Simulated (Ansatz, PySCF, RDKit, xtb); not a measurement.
**Solving Si2NH5ClF, step by step, part 1 of 2**

Only the formula Si2NH5ClF is given. Aim: find the structure of lowest free energy at 298.15 K, then its properties.

The funnel: GFN2-xTB relaxations, single points with a density functional, relaxations at PBE0-D3(BJ)/def2-SVP, harmonic vibrations, and a last energy at a higher level. All values are calculated.

7 further runs of the same task are left out: 7 set aside as unsound or not needed.

## Step 1: Possible bonding patterns

All bonding patterns within simple valence rules are listed by program: one Lewis structure each, at most two rings and one unusual centre or charged pair. O–O, O–halogen and N–halogen bonds and N–N–N chains are not drawn. That gives 16 candidates.

c005 N[SiH2][Si@H](F)Cl; c009 [NH3+][Si-](Cl)[SiH2]F; c035 [NH3+][Si@H-](Cl)=[SiH]F; c265 F[Si@H](Cl)N[SiH3]; c315 F[Si@H](Cl)[NH2+][SiH2-]; c377 F[SiH-][NH2+][SiH2]Cl; c395 [NH3+][Si@H-](F)=[SiH]Cl; c434 N[Si@H](Cl)[SiH2]F; c524 N[Si@](F)([SiH3])Cl; c567 F[SiH2][NH2+][SiH-]Cl; c590 [NH3+][Si@-](F)(=[SiH2])Cl; c600 [NH3+][Si-](F)[SiH2]Cl; c662 [NH3+][SiH-][Si@H](F)Cl; c668 N[Si@H](F)[SiH2]Cl; c724 F[Si-](Cl)[NH2+][SiH3]; c725 F[SiH2]N[SiH2]Cl.

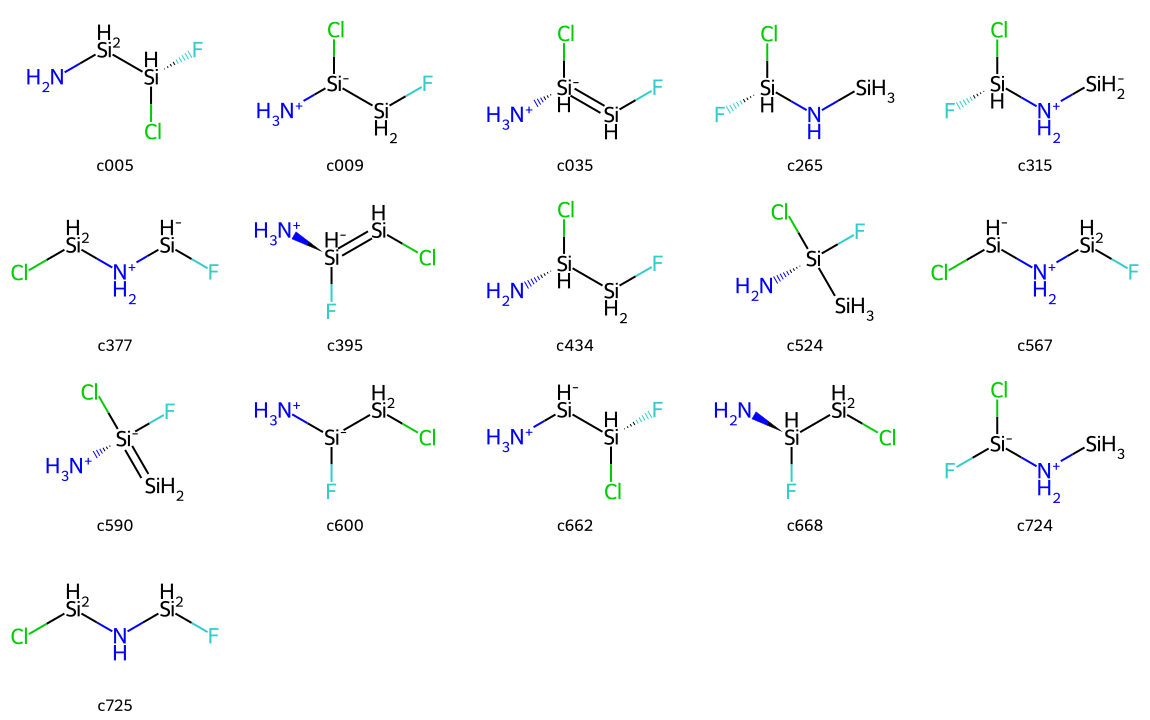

Structural formulas of the candidates.

Candidates are built by distance geometry, with a force field where one applies, in up to four conformers (letters a to d). 4 starts with atoms placed at random are added, to find patterns that the rules miss.

## Step 2: Cheap relaxation of all starts

All 47 starts are relaxed the same way. One of them, c524a (enumerated, embedded by distance geometry and MMFF94), in full:

Input file start.xyz:

```xyz
10
c524a
Cl     0.979866    -2.128460     1.646198
F     -0.295505     0.296824     0.530058
N     -0.204519    -1.750065    -1.018730
Si     0.708755    -0.870533     0.106667
Si     2.699553    -0.076177    -0.671206
H      0.063944    -2.749155    -0.977650
H     -1.160016    -1.741224    -0.726603
H      3.619488    -1.204842    -1.118107
H      2.568793     0.873653    -1.826160
H      3.425243     0.639220     0.404599
```

Run with:

```bash
$ xtb start.xyz --gfn 2 --opt
```

Output, cut to the lines that bear on the results:

```text
* xtb version 6.7.1
[...]
          :  # basis functions                  43          :
[...]
          :  # electrons                        32          :
[...]
          :  Hamiltonian                  GFN2-xTB          :
[...]
          :  net charge                          0          :
          :  unpaired electrons                  0          :
[...]
   *** convergence criteria satisfied after 15 iterations ***
[...]
   *** GEOMETRY OPTIMIZATION CONVERGED AFTER 19 ITERATIONS ***
[...]
   *** convergence criteria satisfied after 3 iterations ***
[...]
         ::                     SUMMARY                     ::
         :::::::::::::::::::::::::::::::::::::::::::::::::::::
         :: total energy             -18.326025799114 Eh    ::
         :: gradient norm              0.000268873958 Eh/a0 ::
         :: HOMO-LUMO gap              4.720189200498 eV    ::
         ::.................................................::
         :: SCC energy               -18.433518066659 Eh    ::
         :: -> isotropic ES            0.052453947204 Eh    ::
         :: -> anisotropic ES          0.001061365645 Eh    ::
         :: -> anisotropic XC          0.002825125913 Eh    ::
         :: -> dispersion             -0.007338348533 Eh    ::
         :: repulsion energy           0.107492267544 Eh    ::
         :: add. restraining           0.000000000000 Eh    ::
         :: total charge              -0.000000000000 e     ::
         :::::::::::::::::::::::::::::::::::::::::::::::::::::
[...]
        16        2.0000           -0.3891664             -10.5898 (HOMO)
        17                         -0.2157027              -5.8696 (LUMO)
[...]
          | TOTAL ENERGY              -18.326025799114 Eh   |
          | GRADIENT NORM               0.000268873958 Eh/α |
          | HOMO-LUMO GAP               4.720189200498 eV   |
           -------------------------------------------------
[...]
```

Run time: 0.11 s. Hardware: 2 threads of Arm Neoverse V2, shared host.

## Step 3: The minima found

47 of the 47 relaxations converged; 6 ended on a minimum already found. 41 distinct structures remain, the lowest 22 here:

```
label   start                    SMILES after     spin  energy (kcal/mol)           note
c725a   drawn                F[SiH2]N[SiH2]Cl  singlet                0.0               
c725d   drawn                F[SiH2]N[SiH2]Cl  singlet                0.3               
c725b   drawn                F[SiH2]N[SiH2]Cl  singlet                0.5               
c265b   drawn              F[Si@H](Cl)N[SiH3]  singlet                5.1               
c265a   drawn              F[Si@H](Cl)N[SiH3]  singlet                5.2               
c265d   drawn              F[Si@H](Cl)N[SiH3]  singlet                5.7               
c265c   drawn              F[Si@H](Cl)N[SiH3]  singlet                5.9               
c668d   drawn              N[Si@H](F)[SiH2]Cl  singlet               28.5               
c668b   drawn              N[Si@H](F)[SiH2]Cl  singlet               28.5               
c434c   drawn              N[Si@H](Cl)[SiH2]F  singlet               29.2               
c668c   drawn              N[Si@H](F)[SiH2]Cl  singlet               29.4               
c434a   drawn              N[Si@H](Cl)[SiH2]F  singlet               29.6               
c005b   drawn              N[SiH2][Si@H](F)Cl  singlet               31.3               
c315b   drawn              N[SiH2][Si@H](F)Cl  singlet               31.4  bonds changed
c005a   drawn              N[SiH2][Si@H](F)Cl  singlet               31.8               
c005d   drawn              N[SiH2][Si@H](F)Cl  singlet               32.8               
c524a   drawn             N[Si@](F)([SiH3])Cl  singlet               35.4               
c724a   drawn    [F][Si]1([Cl])[NH2][SiH3]1 ‡  singlet               52.0  bonds changed
c567c   drawn     [F][SiH2]1[NH2][SiH]1[Cl] ‡  singlet               52.0  bonds changed
 c140  random  [F][SiH2][NH][Si][Cl].[H][H] ‡  singlet               52.1     fell apart
c567a   drawn     [F][SiH2]1[NH2][SiH]1[Cl] ‡  singlet               53.3               
c724b   drawn       [F][Si][Cl].[NH2][SiH3] ‡  singlet               54.8  loosely bound
```

‡ marks the bonded skeleton alone, with all bonds drawn single: no Lewis structure was assigned that passes a check against the bond lengths.

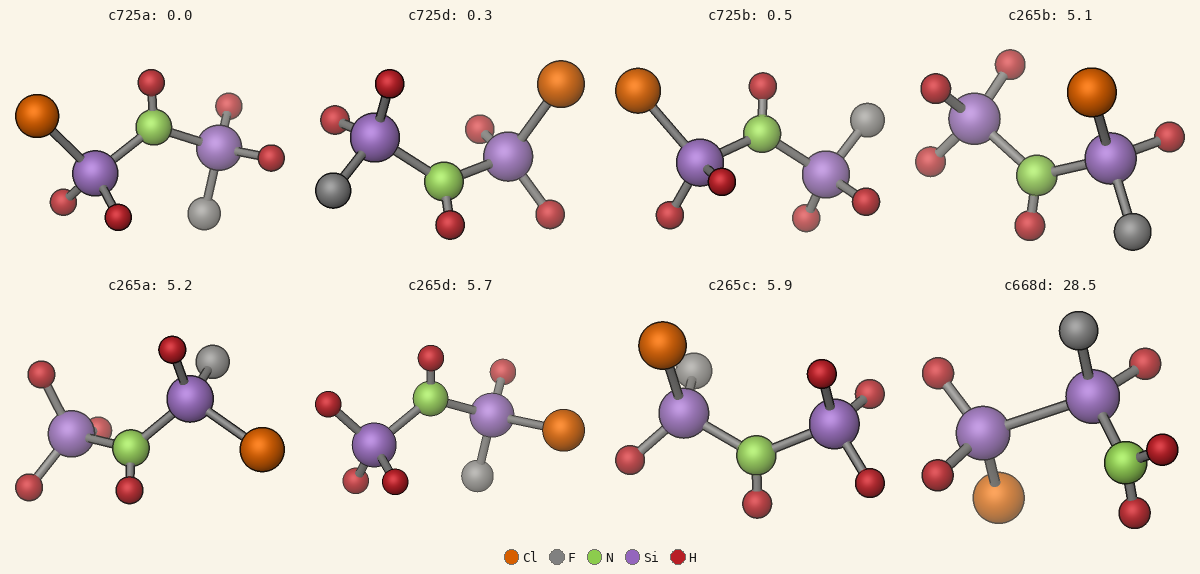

The 8 lowest minima that did not fall apart, with their GFN2-xTB energies in kcal/mol.

## Step 4: Single points on the low minima

A choice of the minima (the low ones first, few conformers of a pattern, up to a cap) and the lowest that fell apart get a single point at r2SCAN-D4/def2-SVP on the tight-binding geometry, and one at HF/STO-3G for comparison. The lowest singlets are also tried as triplets at the same geometry (label ending in t). Within 25 kcal/mol but not screened, among others: c725b, c265d, c265c. The first, c725a:

Input file input.yaml:

```yaml
crystal:
  periodic: [false, false, false]
  atoms:
    - {symbol: Cl, position_ang: [1.993422, 4.226967, -0.386420]}
    - {symbol: F, position_ang: [-0.120091, 0.216244, -2.910010]}
    - {symbol: "N", position_ang: [1.455269, 1.397943, -1.144100]}
    - {symbol: Si, position_ang: [0.875086, -0.128816, -1.699389]}
    - {symbol: Si, position_ang: [0.764870, 2.969817, -1.370142]}
    - {symbol: H, position_ang: [1.970588, -0.899664, -2.260700]}
    - {symbol: H, position_ang: [0.045023, -0.809755, -0.717731]}
    - {symbol: H, position_ang: [2.267724, 1.354209, -0.550606]}
    - {symbol: H, position_ang: [0.762920, 3.323872, -2.783642]}
    - {symbol: H, position_ang: [-0.559619, 3.047644, -0.760650]}
basis:
  gaussian:
    orbitals: def2-SVP
output:
  orbitals: {seedname: orbitals}
magnetization:
  spin_polarized: false
hamiltonian:
  xc: r2scan
  dispersion: d4
scf:
  lower_state_search: "off"
```

Run with:

```bash
$ ansatz run input.yaml --threads 2 --pin off --max-ram 4350MiB --events-out events.jsonl --progress --plain --runs-dir runs
```

Output, cut to the lines that bear on the results:

```text
Warning: RAYON_NUM_THREADS=2 ignored (pool sized by the plan → 2); use --threads N
Functional definition: r2SCAN
  name "r2SCAN"
[...]
1197 factors; their error is unknown
[...]
mean field -32553.86598804 eV, -1196.3325092578 hartree, gradient 2.2e-6 eV, S^2 0.000000; 0 other end points of the search recorded, 0 dependent functions left out
reference -32553.86599825 eV, -1196.3325096328 hartree; 33, 33 occupied and 74, 74 virtual orbitals, 1197 factors
Total energy: -32553.92808918 eV, -1196.3347914323 hartree
Checks for a lower state left out: stability, starts, cluster_reference, orbital_swaps, neighbouring_geometries, increment
```

Wall time 2.4 s (2 threads of Arm Neoverse V2, shared host).

Relative energies in kcal/mol, each column from its lowest structure that stays in one piece:

```
 label                          SMILES     spin  GFN2-xTB  HF/STO-3G  r2SCAN-D4/def2-SVP
 c265a              F[Si@H](Cl)N[SiH3]  singlet       5.2        0.0                 0.0
 c265b              F[Si@H](Cl)N[SiH3]  singlet       5.1        0.6                 0.6
 c725d                F[SiH2]N[SiH2]Cl  singlet       0.3        0.4                 3.2
 c725a                F[SiH2]N[SiH2]Cl  singlet       0.0        2.4                 3.9
  c140  [F][SiH2][NH][Si][Cl].[H][H] ‡  singlet      52.1       40.8                37.6
c725dt                F[SiH2]N[SiH2]Cl  triplet         –          –               142.5
c265at              F[Si@H](Cl)N[SiH3]  triplet         –          –               144.3
```

‡ marks the bonded skeleton alone, with all bonds drawn single: no Lewis structure was assigned that passes a check against the bond lengths.

## Step 5: Relaxing the best candidates

4 candidates are relaxed at PBE0-D3(BJ)/def2-SVP (chosen among the lowest in one piece). The first, c265a:

Input file input.yaml:

```yaml
crystal:
  periodic: [false, false, false]
  atoms:
    - symbol: Cl
      position_ang: [-0.053116, -0.416457, -3.770160]
    - symbol: F
      position_ang: [0.904315, 2.340964, -3.478142]
    - symbol: N
      position_ang: [0.684097, 0.992623, -1.189211]
    - symbol: Si
      position_ang: [1.138776, 0.886509, -2.835518]
    - symbol: Si
      position_ang: [0.941535, 2.320644, -0.084565]
    - symbol: H
      position_ang: [2.539694, 0.613014, -3.078269]
    - symbol: H
      position_ang: [0.229565, 0.182774, -0.800783]
    - symbol: H
      position_ang: [2.359960, 2.674193, -0.136908]
    - symbol: H
      position_ang: [0.107450, 3.455805, -0.474791]
    - symbol: H
      position_ang: [0.552329, 1.780975, 1.217895]
basis:
  gaussian:
    orbitals: def2-SVP
hamiltonian:
  xc: {name: PBE0}
  dispersion: d3bj
scf:
  lower_state_search: "off"
relax:
  f_tol: 0.003
```

Run with:

```bash
$ ansatz run input.yaml --threads 2 --pin off --max-ram 4350MiB --events-out events.jsonl --progress --plain --runs-dir runs
```

Output, cut to the lines that bear on the results:

```text
Warning: RAYON_NUM_THREADS=2 ignored (pool sized by the plan → 2); use --threads N
[...]
Functional definition: PBE0
  name "PBE0"
[...]
1083 factors; integrals over basis functions are off by at most 6.0e-4 eV
[...]
mean field -32543.02959600 eV, -1195.9342791953 hartree, gradient 8.2e-6 eV, S^2 0.000000; 0 other end points of the search recorded, 0 dependent functions left out
[...]
Atom 6 at    -0.562426     0.904526    -1.273234 Å, force     0.000490     0.000382     0.000011 eV/Å
Atom 7 at     2.406759     2.541263    -0.332005 Å, force    -0.000199     0.000131     0.000029 eV/Å
Atom 8 at     0.208998     3.448209     0.205915 Å, force    -0.000036    -0.000198    -0.000072 eV/Å
Atom 9 at     0.940500     1.394223     1.252502 Å, force     0.000232    -0.000225     0.000184 eV/Å
Dipole moment:    -0.039890     0.035794     0.408088 e Å
Checks for a lower state left out: stability, starts, cluster_reference, orbital_swaps, neighbouring_geometries, increment
```

Run time: 69 s. Hardware: 2 threads of Arm Neoverse V2, shared host.

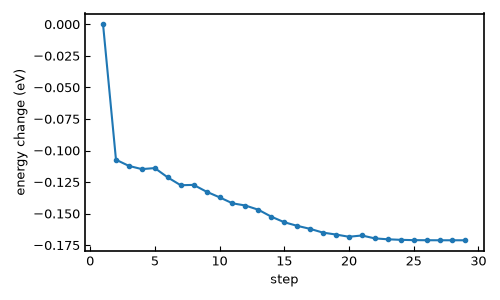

Energy along the run, all evaluated steps.

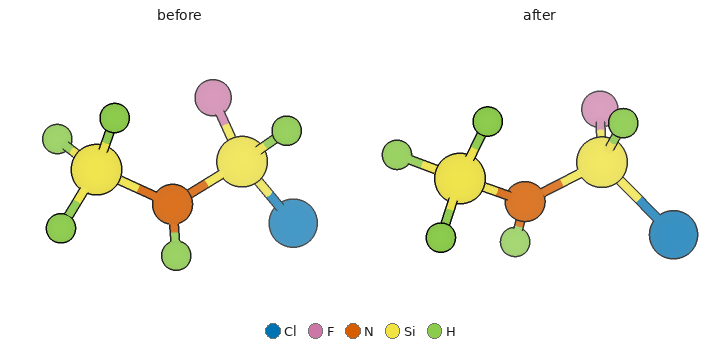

Before and after, at one scale.

After the run. Bond lengths: Cl1–Si4 2.054 Å, F2–Si4 1.619 Å, N3–Si4 1.707 Å, N3–Si5 1.751 Å, Si4–H6 1.476 Å, N3–H7 1.018 Å, Si5–H8 1.491 Å, Si5–H9 1.494 Å, Si5–H10 1.493 Å. Some angles: Cl1–Si4–F2 105.4°, Cl1–Si4–N3 109.0°, F2–Si4–N3 112.3°, Si4–N3–Si5 128.2°, Cl1–Si4–H6 111.6°, F2–Si4–H6 107.4°, N3–Si4–H6 111.0°, Si4–N3–H7 115.3°, Si5–N3–H7 116.4°, N3–Si5–H8 106.5°.

## Step 6: The relaxed candidates

| label | spin | r2SCAN-D4/def2-SVP (kcal/mol) | PBE0-D3(BJ)/def2-SVP, relaxed (kcal/mol) | time | note |
| --- | --- | --- | --- | --- | --- |
| c265a | singlet | 0.0 | 0.0 | 69 s |  |
| c265b | singlet | 0.6 | 0.0 | 58 s |  |
| c725a | singlet | 3.9 | 0.3 | 45 s | same minimum as c725d |
| c725d | singlet | 3.2 | 0.3 | 44 s |  |

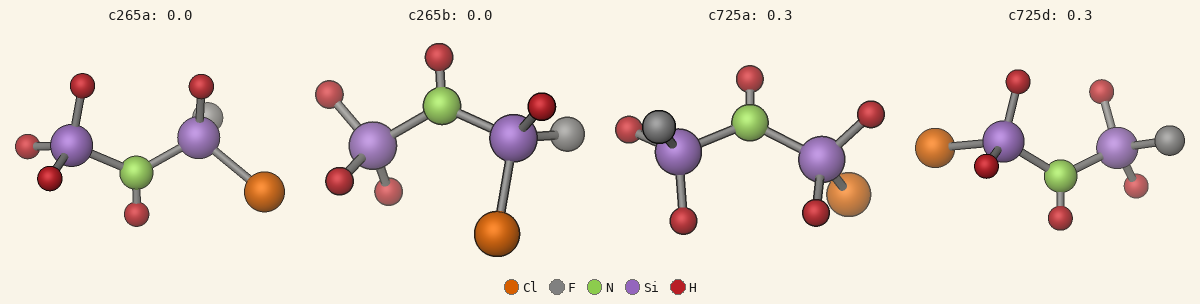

The relaxed structures, with energies at PBE0-D3(BJ)/def2-SVP in kcal/mol.

## Step 7: Harmonic analysis of the finalists

The lowest few in one piece go on as finalists. Harmonic vibrations at PBE0-D3(BJ)/def2-SVP test each finalist and give the zero-point energy and the thermal terms. The first, c265a:

Input file input.yaml:

```yaml
crystal:
  periodic: [false, false, false]
  atoms:
    - symbol: Cl
      position_ang: [0.568108, -0.901731, -3.526065]
    - symbol: F
      position_ang: [0.694845, 1.989699, -4.008530]
    - symbol: "N"
      position_ang: [0.386077, 1.264267, -1.360226]
    - symbol: Si
      position_ang: [1.150641, 0.950297, -2.854344]
    - symbol: Si
      position_ang: [0.993389, 2.194789, -0.007039]
    - symbol: H
      position_ang: [2.617713, 1.045504, -2.727426]
    - symbol: H
      position_ang: [-0.562426, 0.904526, -1.273234]
    - symbol: H
      position_ang: [2.406759, 2.541263, -0.332005]
    - symbol: H
      position_ang: [0.208998, 3.448209, 0.205915]
    - symbol: H
      position_ang: [0.940500, 1.394223, 1.252502]
basis:
  gaussian: {orbitals: def2-SVP}
magnetization: {spin_polarized: false, initial_magnetization: 0}
hamiltonian: {xc: pbe0, dispersion: d3bj}
scf: {lower_state_search: off}
phonons: {}
```

Run with:

```bash
$ ansatz run input.yaml --threads 2 --pin off --max-ram 4350MiB --events-out events.jsonl --progress --plain --runs-dir runs
```

Output, cut to the lines that bear on the results:

```text
Warning: RAYON_NUM_THREADS=2 ignored (pool sized by the plan → 2); use --threads N
Functional definition: PBE0
  name "PBE0"
[...]
1091 factors; integrals over basis functions are off by at most 5.9e-4 eV
[...]
mean field -32543.20376717 eV, -1195.9406798677 hartree, gradient 2.1e-6 eV, S^2 0.000000; 0 other end points of the search recorded, 0 dependent functions left out
[...]
Atom 9 at     0.940500     1.394223     1.252502 Å, force     0.000232    -0.000221     0.000181 eV/Å
Dipole moment:    -0.039893     0.035804     0.408081 e Å
Vibrations: 34.43 83.38 145.82 200.64 271.95 316.23 433.16 559.63 635.29 717.54 766.88 828.45 862.43 913.43 929.70 947.10 963.24 1006.45 1204.24 2233.17 2239.24 2256.25 2332.76 3608.24 cm⁻¹, zero-point energy 1.518165 eV
Checks for a lower state left out: stability, starts, cluster_reference, orbital_swaps, neighbouring_geometries, increment
```

Run time: 1.8 min. Hardware: 2 threads of Arm Neoverse V2, shared host.

## Step 8: Zero-point energy and free-energy terms

At 298.15 K and 1 atm, ideal gas, rigid rotor and harmonic oscillator:

| label | SMILES | spin | point group | lowest mode (cm⁻¹) | zero-point (kcal/mol) | G − E (kcal/mol) |
| --- | --- | --- | --- | --- | --- | --- |
| c265a | F[Si@H](Cl)N[SiH3] | singlet | C1 | 34 | 35.0 | 13.4 |
| c265b | F[Si@H](Cl)N[SiH3] | singlet | C1 | 45 | 34.9 | 13.6 |
| c725d | F[SiH2]N[SiH2]Cl | singlet | C1 | 36 | 35.5 | 13.9 |

Chiral structures get −RT ln 2 for their mirror image.

## Step 9: Energies at the top level

Single points at CCSD(T)/def2-SVP + MP2/def2-TZVPP - MP2/def2-SVP on the refined geometries decide the order.

c265a, CCSD(T)/def2-SVP:

Input file input.yaml:

```yaml
crystal:
  periodic: [false, false, false]
  atoms:
    - {symbol: Cl, position_ang: [0.568108, -0.901731, -3.526065]}
    - {symbol: F, position_ang: [0.694845, 1.989699, -4.008530]}
    - {symbol: "N", position_ang: [0.386077, 1.264267, -1.360226]}
    - {symbol: Si, position_ang: [1.150641, 0.950297, -2.854344]}
    - {symbol: Si, position_ang: [0.993389, 2.194789, -0.007039]}
    - {symbol: H, position_ang: [2.617713, 1.045504, -2.727426]}
    - {symbol: H, position_ang: [-0.562426, 0.904526, -1.273234]}
    - {symbol: H, position_ang: [2.406759, 2.541263, -0.332005]}
    - {symbol: H, position_ang: [0.208998, 3.448209, 0.205915]}
    - {symbol: H, position_ang: [0.940500, 1.394223, 1.252502]}
basis:
  gaussian:
    orbitals: def2-SVP
correlation:
  method: ccsd_t
  frozen_orbitals: {Cl: 5, F: 1, H: 0, Si: 5, "N": 1}
```

Run with:

```bash
$ ansatz run input.yaml --threads 2 --pin off --max-ram 4350MiB --events-out events.jsonl --progress --plain --runs-dir runs
```

Output, cut to the lines that bear on the results:

```text
Warning: RAYON_NUM_THREADS=2 ignored (pool sized by the plan → 2); use --threads N
Functional definition: HF
  name "HF"
[...]
1016 factors; integrals over basis functions are off by at most 1.1e-3 eV
[...]
mean field -32487.31284000 eV, -1193.8867261783 hartree, gradient 1.3e-6 eV, S^2 0.000000; 0 other end points of the search recorded, 0 dependent functions left out
17 core orbitals not correlated: weight in the atoms' cores, before any rotation towards them, 1.000 or more for the frozen orbitals, at most 0.000 for the correlated occupied ones
reference -32487.31284000 eV, -1193.8867261783 hartree; 16, 16 occupied and 74, 74 virtual orbitals, 1016 factors
second order -18.45533507 eV of doubles, -0.00000000 eV of singles
cycle   1  -19.27380720 eV  change   -8.2e-1 eV  update   9.7e-2
[...]
cycle   8  -19.84525333 eV  change    2.5e-5 eV  update   3.1e-5
perturbative correction -0.42403738 eV, -0.0155830863 hartree
Total energy: -32507.58213071 eV, -1194.6316088731 hartree
```

Wall time 8.7 s (2 threads of Arm Neoverse V2, shared host).

## Step 10: c265a at MP2/def2-TZVPP

Input file input.yaml:

```yaml
crystal:
  periodic: [false, false, false]
  atoms:
    - symbol: Cl
      position_ang: [0.568108, -0.901731, -3.526065]
    - symbol: F
      position_ang: [0.694845, 1.989699, -4.008530]
    - symbol: N
      position_ang: [0.386077, 1.264267, -1.360226]
    - symbol: Si
      position_ang: [1.150641, 0.950297, -2.854344]
    - symbol: Si
      position_ang: [0.993389, 2.194789, -0.007039]
    - symbol: H
      position_ang: [2.617713, 1.045504, -2.727426]
    - symbol: H
      position_ang: [-0.562426, 0.904526, -1.273234]
    - symbol: H
      position_ang: [2.406759, 2.541263, -0.332005]
    - symbol: H
      position_ang: [0.208998, 3.448209, 0.205915]
    - symbol: H
      position_ang: [0.940500, 1.394223, 1.252502]
basis:
  gaussian: {orbitals: def2-TZVPP}
correlation: {method: mp2, frozen_orbitals: {Cl: 5, F: 1, H: 0, Si: 5, "N": 1}}
```

Run with:

```bash
$ ansatz run input.yaml --threads 2 --pin off --max-ram 4350MiB --events-out events.jsonl --progress --plain --runs-dir runs
```

Output, cut to the lines that bear on the results:

```text
Warning: RAYON_NUM_THREADS=2 ignored (pool sized by the plan → 2); use --threads N
Functional definition: HF
  name "HF"
[...]
1517 factors; integrals over basis functions are off by at most 9.5e-4 eV
[...]
mean field -32502.88725527 eV, -1194.4590753828 hartree, gradient 3.3e-6 eV, S^2 0.000000; 0 other end points of the search recorded, 0 dependent functions left out
17 core orbitals not correlated: weight in the atoms' cores, before any rotation towards them, 1.000 or more for the frozen orbitals, at most 0.000 for the correlated occupied ones
reference -32502.88725527 eV, -1194.4590753828 hartree; 16, 16 occupied and 225, 225 virtual orbitals, 1517 factors
second order -24.27677083 eV of doubles, -0.00000000 eV of singles
Total energy: -32527.16402610 eV, -1195.3512302555 hartree
```

Run time: 7.2 s. Hardware: 2 threads of Arm Neoverse V2, shared host; peak memory 0.63 GiB.

(Continued in part 2 of 2.)
